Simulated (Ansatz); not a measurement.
# Si3C: the cost of one run

Method: DFT, plane waves, PAW, no spin polarisation, in Ansatz 0.2.0.

### Step 1. The structure to begin with

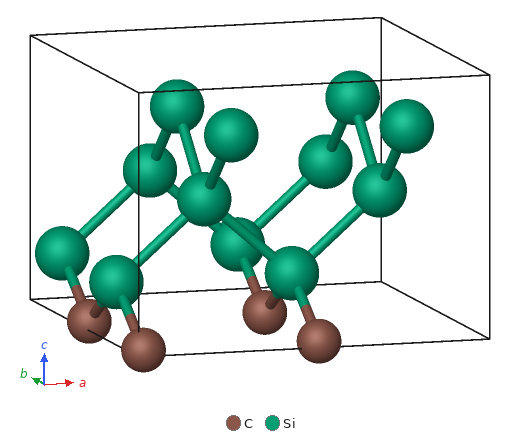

The starting structure, seen slightly off an axis (carbon brown, silicon teal). Each atom of the cell is drawn once.

As a file:

```xyz
16
Lattice="6.8636 0.0000 0.0000 0.0000 6.8636 0.0000 0.0000 0.0000 5.0004" Properties=species:S:1:pos:R:3 pbc="T T T"
C     0.0000    0.0000    0.0000
Si    0.0000    1.7159    1.0161
Si    1.7159    1.7159    2.5002
Si    1.7159    0.0000    3.9844
C     0.0000    3.4318    0.0000
Si    0.0000    5.1477    1.0161
Si    1.7159    5.1477    2.5002
Si    1.7159    3.4318    3.9844
C     3.4318    0.0000    0.0000
Si    3.4318    1.7159    1.0161
Si    5.1477    1.7159    2.5002
Si    5.1477    0.0000    3.9844
C     3.4318    3.4318    0.0000
Si    3.4318    5.1477    1.0161
Si    5.1477    5.1477    2.5002
Si    5.1477    3.4318    3.9844
```

### Step 2. Run 1: PBEsol

input.yaml reads:

```yaml
crystal:
  lattice:
    - [6.8636204035, 0.0, 0.0]
    - [0.0, 6.8636204035, 0.0]
    - [0.0, 0.0, 5.0004336163]
  atoms:
    - { symbol: C, position: [0.0, 0.0, 0.0] }
    - { symbol: Si, position: [0.0, 0.25, 0.2031984776] }
    - { symbol: Si, position: [0.25, 0.25, 0.5] }
    - { symbol: Si, position: [0.25, 0.0, 0.7968015224] }
    - { symbol: C, position: [0.0, 0.5, 0.0] }
    - { symbol: Si, position: [0.0, 0.75, 0.2031984776] }
    - { symbol: Si, position: [0.25, 0.75, 0.5] }
    - { symbol: Si, position: [0.25, 0.5, 0.7968015224] }
    - { symbol: C, position: [0.5, 0.0, 0.0] }
    - { symbol: Si, position: [0.5, 0.25, 0.2031984776] }
    - { symbol: Si, position: [0.75, 0.25, 0.5] }
    - { symbol: Si, position: [0.75, 0.0, 0.7968015224] }
    - { symbol: C, position: [0.5, 0.5, 0.0] }
    - { symbol: Si, position: [0.5, 0.75, 0.2031984776] }
    - { symbol: Si, position: [0.75, 0.75, 0.5] }
    - { symbol: Si, position: [0.75, 0.5, 0.7968015224] }
kpoints:
  mp_grid: { grid: [2, 2, 4] }
hamiltonian:
  xc: pbesol
scf:
  occupations: { method: fermi_dirac, width: 0.052 }
md:
  ensemble: nve
  temperature: 600
  timestep: 2.0
  n_steps: 30
  initial_velocities: maxwell_boltzmann
  seed: 7132
```

Started as:

```sh
$ ansatz run input.yaml --threads 4 --pin off --max-ram 3686MiB --backend cpu --events-out ev --progress --plain --runs-dir out
```

**Question.** How long does this run take on 4 threads of Arm Neoverse N1, shared host, and how much memory does it need?

About 95 s, with a peak of 0.6 GiB.
